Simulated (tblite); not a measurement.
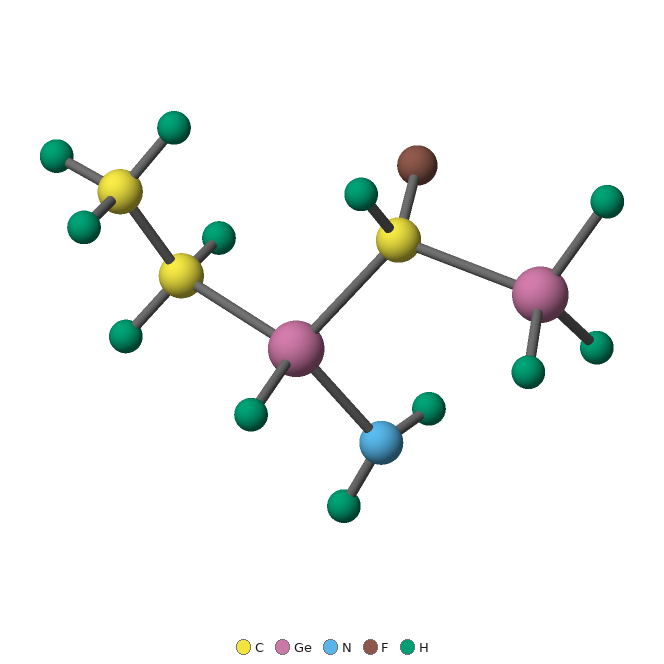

The picture comes from a calculation with tblite.

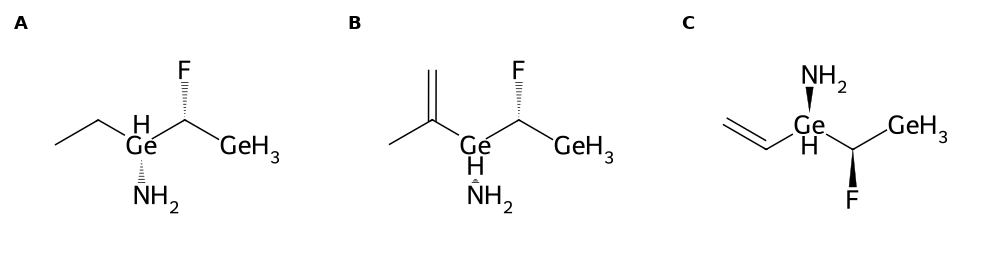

### The first picture shows one of the molecules drawn in the second. Which?

A, `C[CH2][Ge@@H]([NH2])[C@H](F)[GeH3]`.
